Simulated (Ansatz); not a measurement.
Three curves of one kind of scan: energy against volume (even scaling of the relaxed cell, symmetry kept). All values below come from PBE (plane waves to 420 eV, PAW, scalar-relativistic; Ansatz, a first-principles code). Each is measured from its own zero (the relaxed starting cell). 

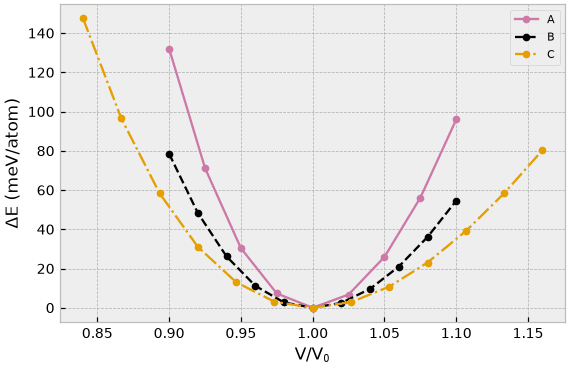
*Curves A, B and C.*

```tsv
V/V₀	ΔE (meV/atom)
0.900	78.5
0.940	26.2
0.980	2.7
1.020	2.5
1.060	21.0
1.100	54.6
```

Which curve does this table belong to?

Curve B, which is SrTiO3 (cubic perovskite). The others: A is Ta (bcc, W type); C is CdSe (zinc blende).

All were relaxed with their symmetry unable to fall. Spin-orbit coupling is left out. SrTiO3 is run without spin polarisation. Ta is run without spin polarisation. The PAW data are Ansatz's earlier set.

(Under strain, the slope of the energy per volume gives the stress and its curvature an elastic modulus.)
